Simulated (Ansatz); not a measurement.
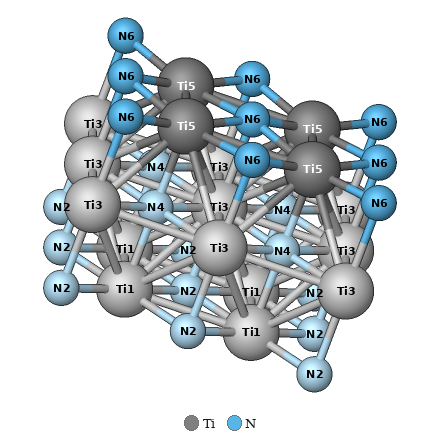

The system is Si on a TiN(100) slab cut from the Fm-3m phase, its upper half relaxed before the scan (6 atoms of substrate and one adsorbate in a 1 × 1 cell); the picture shows it without the atoms that are moved over the map. Si is moved over the surface cell; relaxed at each place: the height of the adsorbate's atoms; substrate rigid; the origin of the map has the adsorbate above N6. Places are given modulo a cell vector. The map is drawn in real space over the plane of the surface. The grid has 8 × 8 points; 15 points were computed and 49 follow by symmetry. All energies are given in eV relative to the lowest grid point. With one adsorbate in each 1 × 1 cell, its nearest image is 3.0 Å away, so neighbouring adsorbates interact. These are results of DFT PBE, scalar-relativistic, plane waves, PAW (Ansatz 0.2.0), not measurements. Settings: cutoff 420 eV, k-mesh 9×9×1, gaussian smearing 0.1 eV, no spin polarisation.

Range: position of Si7 along the first surface vector from 0.000 to 0.875; position of Si7 along the second surface vector from 0.000 to 0.875.

Q: What will the energy surface look like?

A: The lowest grid point is at the top site over a surface N atom, (0/8, 0/8) of the cell vectors. No other kind of well shows on this grid. The highest grid point, the top site over a surface Ti atom, (4/8, 4/8) of the cell vectors, lies 0.93 eV above the lowest. On the interpolated surface the easiest way out of the lowest well to its copy in the next cell or period passes a barrier of about 0.77 eV. At the lowest point the adsorbate has 1 N at 1.87 Å as nearest neighbours, at the highest 1 Ti at 2.89 Å. Its relaxed height above the top atom is 1.87 Å at the lowest and 2.69 Å at the highest point.

```
second ↓, first →   0/8   1/8   2/8   3/8   4/8   5/8   6/8   7/8
              7/8  0.12  0.24  0.54  0.76  0.80  0.76  0.54  0.24
              6/8  0.43  0.54  0.77  0.86  0.87  0.86  0.77  0.54
              5/8  0.71  0.76  0.86  0.90  0.92  0.90  0.86  0.76
              4/8  0.77  0.80  0.87  0.92  0.93  0.92  0.87  0.80
              3/8  0.71  0.76  0.86  0.90  0.92  0.90  0.86  0.76
              2/8  0.43  0.54  0.77  0.86  0.87  0.86  0.77  0.54
              1/8  0.12  0.24  0.54  0.76  0.80  0.76  0.54  0.24
              0/8  0.00  0.12  0.43  0.71  0.77  0.71  0.43  0.12
```

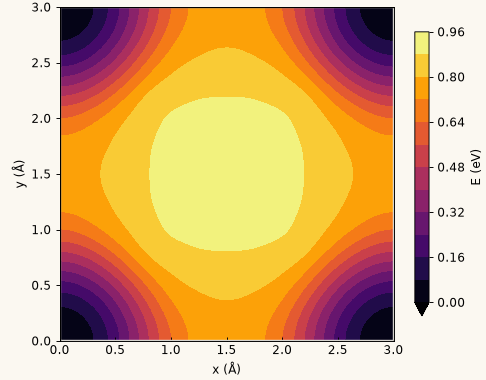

The picture shows filled contours, the outline of one cell of the plane. Between grid points the surface is interpolated.

Each point was launched as `ansatz run input.yaml --threads 2 --pin off --max-ram 6144MiB --backend cpu --events-out ev --progress --plain --runs-dir out`. Time for the 15 points that were run: 16 min on 2 threads of Arm Neoverse N1 (shared host).

PAW datasets: the set soft_1.
